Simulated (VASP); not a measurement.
Band structure of NiSi2 (fluorite). Computed with PBEsol GGA with spin-orbit coupling, VASP's PBE PAW potentials (set 64) (plane waves; VASP).

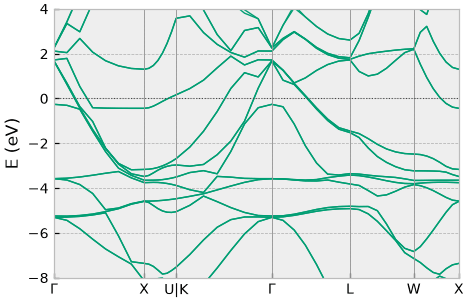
Figure. Bands along high-symmetry lines, zero at the valence-band maximum or, without a gap, the Fermi level

Problem. Read the plot: is there a gap, and where are the band edges?

Solution. It has no gap at this level: it comes out as a metal or semimetal.

The compound is NiSi2 in the fluorite structure. It was relaxed first.
